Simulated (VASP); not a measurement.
# TlAgCl2 with r2SCAN: from relaxation to properties, part 2 of 3

What structure does TlAgCl2 take at this level, and what are its properties? The cell is invented: it takes the structure of COD entry 9008597, AgCl (space group 225 there), with some of its atoms replaced by other elements, volume scaled by an estimate. It may not be a known or stable phase.

VASP 6.6.1; r2SCAN; plane waves and PAW (Tl_d, Ag, Cl); invented cell.

So far, gap on the k-mesh (eV): step 2 (rough relaxation of the start cell) 2.58. The relaxed cell has a = 4.175, c = 20.789 Å (conventional setting).

## (3) Full relaxation (r2SCAN)

Properties are meant for the cell that this level of theory prefers, so cell and atoms are relaxed first (ISIF = 3) until forces and stress are small; EDIFFG sets the threshold.

INCAR

```
SYSTEM = TlAgCl2
PREC = Accurate
ENCUT = 400
EDIFF = 1E-06
NELM = 100
ISMEAR = 0
SIGMA = 0.05
LREAL = .FALSE.
ALGO = Normal
METAGGA = R2SCAN
LASPH = .TRUE.
NBANDS = 25
LORBIT = 11
LWAVE = .FALSE.
LCHARG = .FALSE.
KPAR = 2
IBRION = 2
NSW = 60
ISIF = 3
EDIFFG = -0.01
```

POSCAR

```
TlAgCl2
1.0
    2.0877267630      1.2053496089      6.9296261584
   -2.0877267630      1.2053496089      6.9296261584
    0.0000000000     -2.4106992178      6.9296261584
Tl Ag Cl
1 1 2
Direct
    0.0000000000      0.0000000000      0.0000000000
    0.5000000000      0.5000000000      0.5000000000
    0.7657073140      0.7657073140      0.7657073140
    0.2342926860      0.2342926860      0.2342926860
```

KPOINTS

```
Automatic mesh
0
Gamma
6 6 6
0 0 0
```

Potentials, in the order of the species: Tl_d, Ag and Cl (PBE family, release 64).

The run is started by

```console
> mpirun -np 2 vasp_std
```

What it wrote:

```text
[banner, memory and clock lines left out]
running    2 mpi-ranks, on    1 nodes
 distrk:  each k-point on    1 cores,    2 groups
 distr:  one band on    1 cores,    1 groups

 POSCAR found type information on POSCAR TlAgCl
 POSCAR found :  3 types and       4 ions
 [... a notice as in an earlier step ...]

 LDA part: xc-table for (None), standard interpolation
 POSCAR, INCAR and KPOINTS ok, starting setup
 FFT: planning ... GRIDC
 FFT: planning ... GRID_SOFT
 FFT: planning ... GRID
 WAVECAR not read
 entering main loop
       N       E                     dE             d eps       ncg     rms          rms(c)
DAV:   1     0.118588643710E+03    0.11859E+03   -0.16454E+04  1624   0.113E+03
DAV:   2    -0.899335671878E+02   -0.20852E+03   -0.20282E+03  1915   0.266E+02
DAV:   3    -0.100857371289E+03   -0.10924E+02   -0.10869E+02  1846   0.598E+01
DAV:   4    -0.100972121642E+03   -0.11475E+00   -0.11467E+00  1912   0.687E+00
DAV:   5    -0.100973892606E+03   -0.17710E-02   -0.17708E-02  1945   0.848E-01    0.689E+00
DAV:   6    -0.902300277513E+02    0.10744E+02   -0.68292E+00  1622   0.221E+01    0.696E+00
DAV:   7    -0.901376715448E+02    0.92356E-01   -0.46870E-01  1834   0.490E+00    0.477E+00
DAV:   8    -0.901108971339E+02    0.26774E-01   -0.18286E-01  1863   0.410E+00    0.136E+00
DAV:   9    -0.901173444122E+02   -0.64473E-02   -0.42058E-02  1942   0.122E+00    0.422E-01
DAV:  10    -0.901169256788E+02    0.41873E-03   -0.51584E-03  1725   0.638E-01    0.130E-01
DAV:  11    -0.901171964291E+02   -0.27075E-03   -0.99481E-04  1843   0.191E-01    0.563E-02
DAV:  12    -0.901172969446E+02   -0.10052E-03   -0.11822E-04  1662   0.968E-02    0.228E-02
DAV:  13    -0.901172958493E+02    0.10953E-05   -0.24992E-05  1904   0.310E-02    0.902E-03
DAV:  14    -0.901172965876E+02   -0.73830E-06   -0.56081E-06  1690   0.213E-02
   1 F= -.90117297E+02 E0= -.90117297E+02  d E =-.901173E+02
 curvature:   0.00 expect dE= 0.000E+00 dE for cont linesearch  0.000E+00
 trial: gam= 0.00000 g(F)=  0.906E-04 g(S)=  0.183E-03 ort = 0.000E+00 (trialstep = 0.100E+01)
 search vector abs. value=  0.273E-03
 bond charge predicted
       N       E                     dE             d eps       ncg     rms          rms(c)
DAV:   1    -0.901177961930E+02   -0.50034E-03   -0.31618E-02  1635   0.111E+00    0.110E-01
DAV:   2    -0.901176273529E+02    0.16884E-03   -0.86669E-04  1802   0.209E-01    0.619E-02
DAV:   3    -0.901175621910E+02    0.65162E-04   -0.73593E-05  1846   0.664E-02    0.272E-02
DAV:   4    -0.901175542467E+02    0.79443E-05   -0.27938E-05  1850   0.393E-02    0.913E-03
DAV:   5    -0.901175549757E+02   -0.72903E-06   -0.17678E-06  1252   0.940E-03
   2 F= -.90117555E+02 E0= -.90117555E+02  d E =-.258388E-03
[...]
3 F= -.90118141E+02 E0= -.90118141E+02  d E =-.844295E-03
[...]
4 F= -.90118413E+02 E0= -.90118413E+02  d E =-.111611E-02
[...]
5 F= -.90118456E+02 E0= -.90118456E+02  d E =-.115944E-02
[...]
6 F= -.90118542E+02 E0= -.90118542E+02  d E =-.862355E-04
[...]
7 F= -.90118587E+02 E0= -.90118587E+02  d E =-.130839E-03
 curvature:  -1.20 expect dE=-0.239E-04 dE for cont linesearch -0.396E-07
 trial: gam= 0.10237 g(F)=  0.119E-04 g(S)=  0.799E-05 ort = 0.307E-05 (trialstep = 0.220E+01)
 search vector abs. value=  0.235E-04
 bond charge predicted
       N       E                     dE             d eps       ncg     rms          rms(c)
DAV:   1    -0.901186907511E+02   -0.10351E-03   -0.13275E-02  1600   0.702E-01    0.743E-02
DAV:   2    -0.901186481542E+02    0.42597E-04   -0.41007E-04  1822   0.137E-01    0.381E-02
DAV:   3    -0.901186250983E+02    0.23056E-04   -0.21449E-05  1831   0.370E-02    0.198E-02
DAV:   4    -0.901186197574E+02    0.53409E-05   -0.16589E-05  1712   0.301E-02    0.534E-03
DAV:   5    -0.901186200355E+02   -0.27811E-06   -0.20098E-06  1438   0.883E-03
   8 F= -.90118620E+02 E0= -.90118620E+02  d E =-.331736E-04
 trial-energy change:   -0.000033  1 .order   -0.000032   -0.000045   -0.000020
 step:   4.0715(harm=  4.0715)  dis= 0.00201  next Energy=   -90.118628 (dE=-0.412E-04)
 reached required accuracy - stopping structural energy minimisation
```

Elapsed: 27 min, on 2 MPI ranks of AMD EPYC 7R43, shared host; peak memory 0.67 GiB; 53 min of CPU time.

From OUTCAR (step 3):

```text
  LATTYP: Found a trigonal (rhomboedric) cell.
 ALAT       =     7.3369741319
 COS(alpha) =     0.8380640262

The static configuration has the point symmetry D_3d.

 Found     32 irreducible k-points:

   k-points           NKPTS =     32   k-points in BZ     NKDIM =     32   number of bands    NBANDS=     25

   dimension x,y,z NGX =    48 NGY =   48 NGZ =   48
   dimension x,y,z NGXF=    96 NGYF=   96 NGZF=   96

   ENCUT  =  400.0 eV  29.40 Ry    5.42 a.u.  11.96 11.96 11.96*2*pi/ulx,y,z

   NELECT =      38.0000    total number of electrons

 E-fermi :   2.8304

 k-point     1 :       0.0000    0.0000    0.0000
  band No.  band energies     occupation
    ...
     15       0.7001      2.00000
     16       0.7001      2.00000
     17       1.2068      2.00000
     18       2.2820      2.00000
     19       2.2820      2.00000
     20       6.3053      0.00000
     21       7.1556      0.00000
     22       9.0108      0.00000
     23       9.0108      0.00000
     24      11.8968      0.00000
    ...

 k-point     2 :       0.1667    0.0000    0.0000
  band No.  band energies     occupation
    ...
     15       0.8120      2.00000
     16       0.9389      2.00000
     17       1.3845      2.00000
     18       2.1429      2.00000
     19       2.1794      2.00000
     20       6.6841      0.00000
     21       6.9160      0.00000
     22       8.6306      0.00000
     23       8.9997      0.00000
     24      11.1199      0.00000
    ...

  Total        0.0026563      0.0026563      0.0164278     -0.0000000     -0.0000000      0.0000000
  in kB        0.0407025      0.0407025      0.2517226     -0.0000000     -0.0000000      0.0000000
  external PRESSURE =       0.1110425 kB  Pullay stress =       0.0000000 kB

  energy-cutoff  :      400.00
  volume of cell :      104.56
      direct lattice vectors                 reciprocal lattice vectors
     2.074306449  1.197601387  7.015068813     0.241044422  0.139167062  0.047516759
    -2.074306449  1.197601387  7.015068813    -0.241044422  0.139167062  0.047516759
     0.000000000 -2.395202774  7.015068813     0.000000000 -0.278334124  0.047516759

 POSITION                                       TOTAL-FORCE (eV/Angst)
 -----------------------------------------------------------------------------------
     -0.00000     -0.00000      0.00000        -0.000000     -0.000000      0.000000
      0.00000      0.00000     10.52260         0.000000      0.000000      0.000000
      0.00000      0.00000     16.10235         0.000000     -0.000000      0.004336
      0.00000      0.00000      4.94285        -0.000000      0.000000     -0.004336
 -----------------------------------------------------------------------------------
    total drift:                                0.000000     -0.000000     -0.000000

  FREE ENERGIE OF THE ION-ELECTRON SYSTEM (eV)
  ---------------------------------------------------
  free  energy   TOTEN  =       -90.1186200355 eV

  energy  without entropy=      -90.1186200355  energy(sigma->0) =      -90.11862004

 total charge
# of ion       s       p       d       tot
------------------------------------------
    1        1.323   0.126   9.660  11.109
    2        0.187   0.128   9.385   9.700
    3        1.610   3.520   0.000   5.131
    4        1.610   3.520   0.000   5.131
--------------------------------------------------
tot          4.730   7.295  19.045  31.070

[... 2 parts as in an earlier step ...]

[... 7 further parts left out ...]
```

CONTCAR:

```
TlAgCl2
   1.00000000000000
     2.0743064491496832    1.1976013870803788    7.0150688128607364
    -2.0743064491496832    1.1976013870803788    7.0150688128607364
     0.0000000000000000   -2.3952027741607576    7.0150688128607364
  Tl              Ag              Cl
     1     1     2
Direct
     0.0000000000000000    0.0000000000000000    0.0000000000000000
     0.5000000000000000    0.5000000000000000    0.5000000000000000
     0.7651316867788992    0.7651316867788992    0.7651316867788992
     0.2348683132211007    0.2348683132211007    0.2348683132211007
```

The steps of the relaxation:

```
step  energy less that of the first step (eV)  largest force (eV/Å)  pressure (GPa)  volume (Å³)
   1                                   0.0000                0.0306            0.01       104.63
   2                                  -0.0003                0.0254            0.00       104.66
   3                                  -0.0008                0.0111           -0.03       104.75
   4                                  -0.0011                0.0187           -0.12       104.93
   5                                  -0.0012                0.0106           -0.10       104.88
   6                                  -0.0012                0.0118            0.08       104.35
   7                                  -0.0013                0.0111            0.01       104.54
   8                                  -0.0013                0.0043            0.01       104.56
```

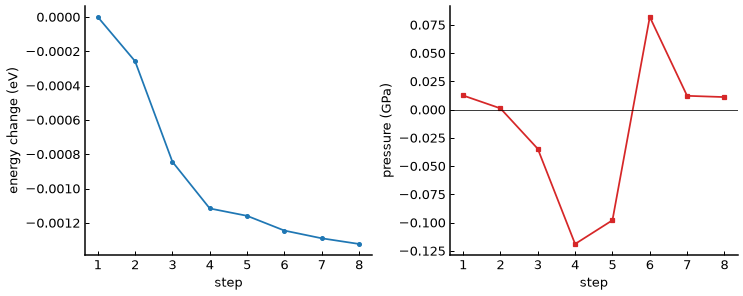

Energy and pressure along the relaxation.

```
conventional cell, symmetrised  before   after  change
                         a (Å)   4.175   4.149  -0.6 %
                         b (Å)   4.175   4.149  -0.6 %
                         c (Å)  20.789  21.045  +1.2 %
              volume (Å³/atom)   26.16   26.14  -0.1 %
```

The atoms that moved most (Å, as changes of fractional coordinates times the final cell):

```
atom     dx     dy      dz  length
 Cl3  0.000  0.000  -0.012   0.012
 Cl4  0.000  0.000   0.012   0.012
```

The relaxed structure:

```
Tl Ag Cl
1.0
     2.07431    1.19760    7.01507
    -2.07431    1.19760    7.01507
     0.00000   -2.39520    7.01507
Tl Ag Cl
1 1 2
Direct
  0.00000 0.00000 0.00000
  0.50000 0.50000 0.50000
  0.76513 0.76513 0.76513
  0.23487 0.23487 0.23487
```

Numbers from this step:

```
irreducible k-points            : 32
free energy (TOTEN)             : -90.1186 eV
Fermi energy                    : 2.830 eV
pressure                        : 0.01110 GPa
valence top at k                : 0.5, 0.3333, 0.3333
conduction bottom at k          : 0.5, 0.5, 0.5
least direct gap at k           : 0.5, 0.5, 0.5
SCF cycles over all ionic steps : 58
gap on the k-mesh               : 2.543 eV
least direct gap on the k-mesh  : 2.911 eV
```

It ends with a largest force of 0.004 eV/Å and a pressure of 0.01 GPa.

## (4) Single point with fields (r2SCAN)

The relaxed cell gets a fresh self-consistent run, on a basis set for its own volume, to fix the density and to check the remaining stress.

Edit INCAR of step 3 so:

```diff
@@ -14,7 +14,5 @@
 LWAVE = .FALSE.
-LCHARG = .FALSE.
-KPAR = 2
-IBRION = 2
-NSW = 60
-ISIF = 3
-EDIFFG = -0.01
+LCHARG = .TRUE.
+ISIF = 2
+LELF = .TRUE.
+LVHAR = .TRUE.
```

POSCAR

```
TlAgCl2
1.0
    2.0743064491      1.1976013871      7.0150688129
   -2.0743064491      1.1976013871      7.0150688129
    0.0000000000     -2.3952027742      7.0150688129
Tl Ag Cl
1 1 2
Direct
    0.0000000000      0.0000000000      0.0000000000
    0.5000000000      0.5000000000      0.5000000000
    0.7651316868      0.7651316868      0.7651316868
    0.2348683132      0.2348683132      0.2348683132
```

KPOINTS is that of step 3.

The run is started by

```console
> mpirun -np 2 vasp_std
```

What it wrote:

```text
[banner, memory and clock lines left out]
running    2 mpi-ranks, on    1 nodes
 distrk:  each k-point on    2 cores,    1 groups
 distr:  one band on    1 cores,    2 groups

 POSCAR found type information on POSCAR TlAgCl
 POSCAR found :  3 types and       4 ions
 [... a notice as in an earlier step ...]

 LDA part: xc-table for (None), standard interpolation
|                                                                             |
|           W    W    AA    RRRRR   N    N  II  N    N   GGGG   !!!           |
|           W    W   A  A   R    R  NN   N  II  NN   N  G    G  !!!           |
|           W    W  A    A  R    R  N N  N  II  N N  N  G       !!!           |
|           W WW W  AAAAAA  RRRRR   N  N N  II  N  N N  G  GGG   !            |
|           WW  WW  A    A  R   R   N   NN  II  N   NN  G    G                |
|           W    W  A    A  R    R  N    N  II  N    N   GGGG   !!!           |
|                                                                             |
|     The number of bands has been changed from the values supplied in        |
|     The orbitals not found in the WAVECAR file will be initialized with     |
|     random numbers, which is usually adequate. For correlated               |
|     calculations, however, you should redo the groundstate calculation.     |
|     I found NBANDS = 25. Now, NBANDS = 26.                                  |
|                                                                             |

 POSCAR, INCAR and KPOINTS ok, starting setup
 FFT: planning ... GRIDC
 FFT: planning ... GRID_SOFT
 FFT: planning ... GRID
 WAVECAR not read
 entering main loop
       N       E                     dE             d eps       ncg     rms          rms(c)
DAV:   1     0.115937618961E+03    0.11594E+03   -0.16389E+04  1672   0.108E+03
DAV:   2    -0.896318353145E+02   -0.20557E+03   -0.19882E+03  1980   0.257E+02
DAV:   3    -0.100855070724E+03   -0.11223E+02   -0.11152E+02  1952   0.583E+01
DAV:   4    -0.100970627353E+03   -0.11556E+00   -0.11549E+00  1884   0.665E+00
DAV:   5    -0.100972382620E+03   -0.17553E-02   -0.17552E-02  1956   0.833E-01    0.687E+00
DAV:   6    -0.902321340469E+02    0.10740E+02   -0.66187E+00  1678   0.212E+01    0.694E+00
DAV:   7    -0.901396276770E+02    0.92506E-01   -0.44859E-01  1836   0.468E+00    0.476E+00
DAV:   8    -0.901121808244E+02    0.27447E-01   -0.18301E-01  1924   0.394E+00    0.134E+00
DAV:   9    -0.901187375730E+02   -0.65567E-02   -0.40283E-02  1988   0.116E+00    0.417E-01
DAV:  10    -0.901183446152E+02    0.39296E-03   -0.57002E-03  1756   0.654E-01    0.110E-01
DAV:  11    -0.901186151207E+02   -0.27051E-03   -0.69991E-04  1850   0.153E-01    0.556E-02
DAV:  12    -0.901187002507E+02   -0.85130E-04   -0.92753E-05  1718   0.849E-02    0.222E-02
DAV:  13    -0.901187021838E+02   -0.19331E-05   -0.21801E-05  1872   0.281E-02    0.844E-03
DAV:  14    -0.901187027751E+02   -0.59131E-06   -0.42837E-06  1726   0.180E-02
   1 F= -.90118703E+02 E0= -.90118703E+02  d E =-.764552E-15
```

Run time: 4.7 min. Hardware: 2 MPI ranks; peak memory 0.44 GiB.

Parts of OUTCAR (step 4):

```text
  LATTYP: Found a trigonal (rhomboedric) cell.
 ALAT       =     7.4127044172
 COS(alpha) =     0.8433889270

The static configuration has the point symmetry D_3d.

 Found     32 irreducible k-points:

   k-points           NKPTS =     32   k-points in BZ     NKDIM =     32   number of bands    NBANDS=     26

   ENCUT  =  400.0 eV  29.40 Ry    5.42 a.u.  12.09 12.09 12.09*2*pi/ulx,y,z

   NELECT =      38.0000    total number of electrons

 E-fermi :   2.8474

 k-point     1 :       0.0000    0.0000    0.0000
  band No.  band energies     occupation
    ...
     15       0.7004      2.00000
     16       0.7004      2.00000
     17       1.2070      2.00000
     18       2.2821      2.00000
     19       2.2821      2.00000
     20       6.3052      0.00000
     21       7.1557      0.00000
     22       9.0106      0.00000
     23       9.0106      0.00000
     24      11.8969      0.00000
    ...

 k-point     2 :       0.1667    0.0000    0.0000
  band No.  band energies     occupation
    ...
     15       0.8122      2.00000
     16       0.9391      2.00000
     17       1.3847      2.00000
     18       2.1430      2.00000
     19       2.1796      2.00000
     20       6.6841      0.00000
     21       6.9160      0.00000
     22       8.6305      0.00000
     23       8.9996      0.00000
     24      11.1199      0.00000
    ...

  Total       -0.0048216     -0.0048216      0.0220487      0.0000000      0.0000000      0.0000000
  in kB       -0.0738806     -0.0738806      0.3378503      0.0000000      0.0000000      0.0000000
  external PRESSURE =       0.0633630 kB  Pullay stress =       0.0000000 kB

 POSITION                                       TOTAL-FORCE (eV/Angst)
 -----------------------------------------------------------------------------------
      0.00000      0.00000      0.00000         0.000000     -0.000000      0.000000
      0.00000      0.00000     10.52260         0.000000     -0.000000      0.000000
      0.00000      0.00000     16.10235         0.000000      0.000000      0.006133
      0.00000      0.00000      4.94285         0.000000     -0.000000     -0.006133
 -----------------------------------------------------------------------------------
    total drift:                                0.000000      0.000000     -0.000000

  FREE ENERGIE OF THE ION-ELECTRON SYSTEM (eV)
  ---------------------------------------------------
  free  energy   TOTEN  =       -90.1187027751 eV

  energy  without entropy=      -90.1187027751  energy(sigma->0) =      -90.11870278

[... 4 parts as in an earlier step ...]

[... 7 further parts left out ...]
```

Numbers from this step:

```
SCF cycles          : 14
bands               : 26
free energy (TOTEN) : -90.1187 eV
Fermi energy        : 2.847 eV
pressure            : 0.006336 GPa
```

Valence electrons inside each PAW sphere by angular momentum. Sphere charges, by row:

```
atom  s (e)  p (e)  d (e)  tot (e)
 Tl1  1.323  0.126   9.66    11.11
 Ag2  0.187  0.128  9.385      9.7
 Cl3   1.61   3.52      0    5.131
 Cl4   1.61   3.52      0    5.131
```

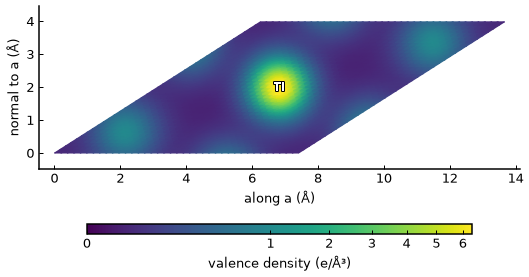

Valence density in the ac plane of the cell as run, not the conventional one, at fractional y = 0.000, with atoms of Tl within 0.2 Å of it. It is the smooth field of the valence electrons, not physical close to the nuclei. The map starts off the cell's origin, so that atoms lie inside it. The colour scale is stretched toward low values.

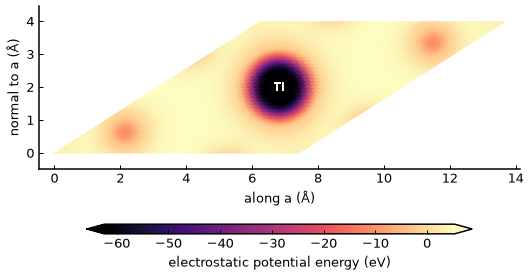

Electrostatic potential energy in the ac plane of the cell as run, not the conventional one, at fractional y = 0.000, with atoms of Tl within 0.2 Å of it. With pseudopotentials it is smooth inside the atoms' cores, unlike the true potential. The map starts off the cell's origin, so that atoms lie inside it.

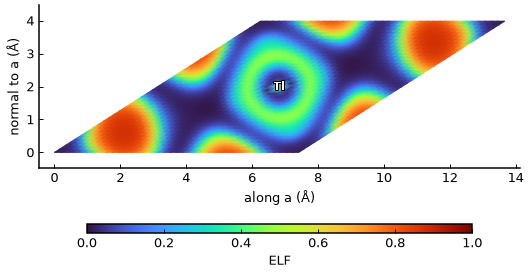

ELF in the ac plane of the cell as run, not the conventional one, at fractional y = 0.000, with atoms of Tl within 0.2 Å of it. It is the smooth field of the valence electrons, not physical close to the nuclei. The map starts off the cell's origin, so that atoms lie inside it.

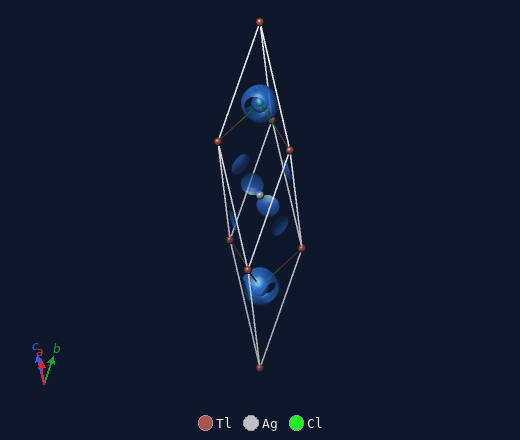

Surface of ELF = 0.8. Drawn on the cell as run, not the conventional one. Bonds to atoms that aren't drawn are left out.

In this run the pressure is 0.01 GPa, small enough to go on.

(Part 2 of 3 ends here.)

[Lines on the potential files, build, host, timing and source positions are cut from VASP's logs without a mark.]

[Logs are printed without paths, hosts, clocks, repeated set-up lines and the standing remarks that a program may print on its own settings, such as how far it seeks lower states.]

[Hosts, paths, dates, database ids (printed as entryN), source tags and the programs' standing remarks are cut or masked in the printed files.]

[A measured line is paired with the nearest computed mode of its activity, which favours agreement.]
